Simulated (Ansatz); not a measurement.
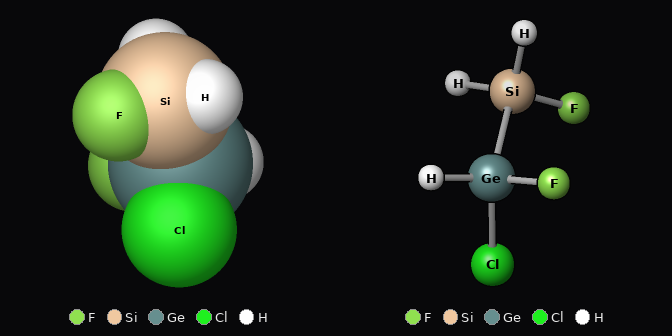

The same structure drawn twice, from different directions.

Count the atoms of each element.

ClF2GeH3Si, 8 atoms: 1 chlorine, 2 fluorine, 1 germanium, 3 hydrogen and 1 silicon.

What is its SMILES?

F[SiH2][Ge@H]([F])[Cl]

The parts below concern this one geometry. Atoms keep their numbers from picture to picture. Computed geometry: PBE0-D4/def2-TZVP optimisation. No frequency run is at hand to confirm it as a minimum.

**Symmetry**

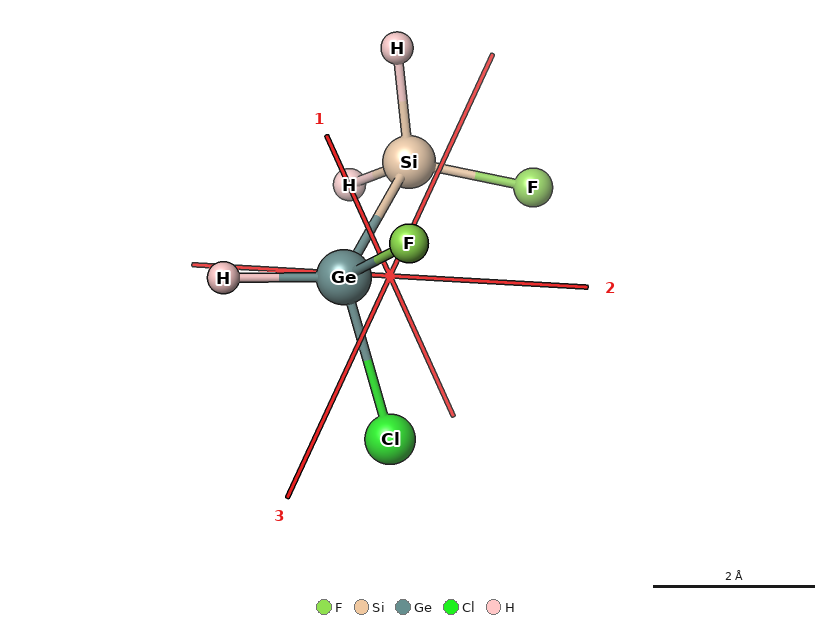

The three principal axes of inertia are drawn and numbered. Atoms fade into the background with distance from the viewer. No frequency run is at hand to confirm it as a minimum. Masses are those of the most abundant isotopes; constants are for the rigid equilibrium geometry.

Which line is the a axis (least moment of inertia), which b and which c?

a is line 3, b is line 1, c is line 2; the moments are 193, 373, 460 u Å².

Classify the rotor and give the rotational constants (GHz).

An asymmetric top (C1): A = 2.62, B = 1.36, C = 1.10 GHz. Ray's parameter κ is −0.66, nearer the prolate limit.

**Dipole moment**

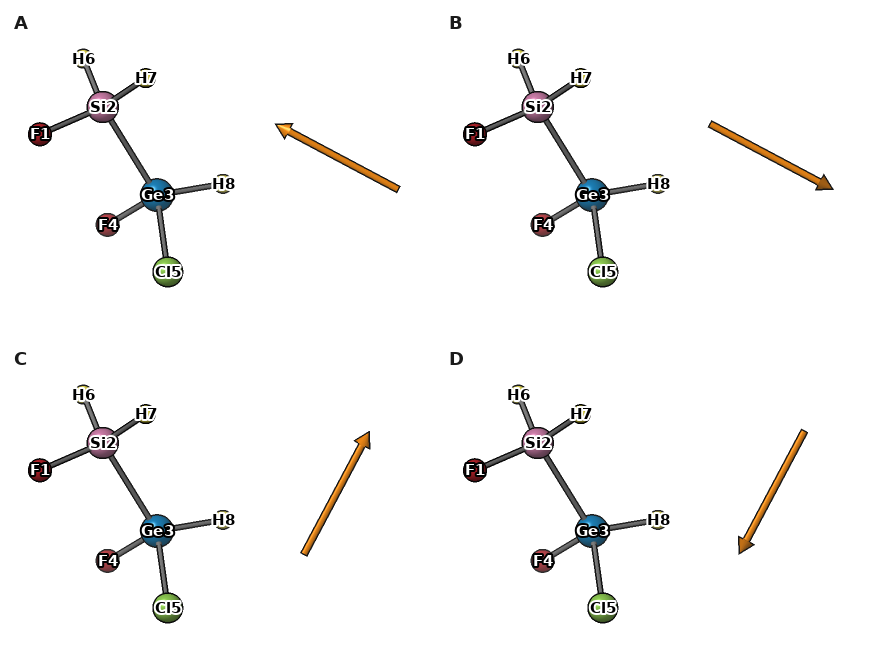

The same molecule four times, each with an arrow. No frequency run is at hand to confirm it as a minimum. Method: RKS ωB97M-V/def2-TZVPP (Ansatz 0.2.0).

Which arrow points along the dipole moment, from the negative to the positive end?

C. The dipole moment is 3.31 D; it points from the side of Cl5 to the side of H7 (the outermost atoms at the two ends).

**Levels of theory compared**

No frequency run is at hand to confirm it as a minimum. Program: Ansatz 0.2.0.

Compare HOMO energy (eV) at these levels: B3LYP-D4/def2-TZVPP; PBE-D4/def2-TZVPP; PBE0-D4/def2-TZVPP; r2SCAN-D4/def2-TZVPP; ωB97M-V/def2-TZVPP; ωB97X-V/def2-TZVPP.

```
               level  HOMO energy (eV)
 B3LYP-D4/def2-TZVPP             −8.34
   PBE-D4/def2-TZVPP             −7.27
  PBE0-D4/def2-TZVPP             −8.56
r2SCAN-D4/def2-TZVPP             −7.60
  ωB97M-V/def2-TZVPP            −10.62
  ωB97X-V/def2-TZVPP            −10.83
```

**Charges**

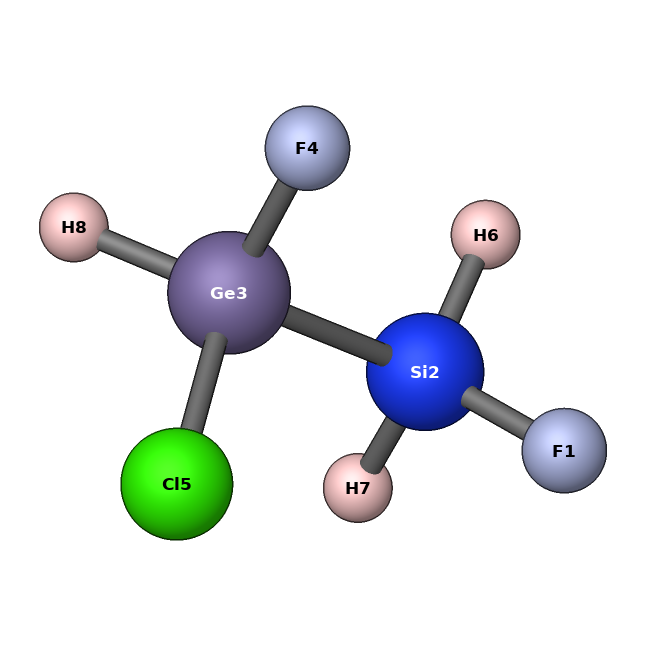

The questions are on Mulliken charges. No frequency run is at hand to confirm it as a minimum. Method: RKS PBE-D4/def2-TZVPP (Ansatz 0.2.0).

List the Mulliken charges.

| atom | value (e) |
| --- | --- |
| F1 | −0.26 |
| Si2 | 0.38 |
| Ge3 | 0.58 |
| F4 | −0.33 |
| Cl5 | −0.27 |
| H6 | −0.05 |
| H7 | −0.05 |
| H8 | −0.01 |

Mulliken values depend strongly on the basis set and can even reverse the polarity of a bond.
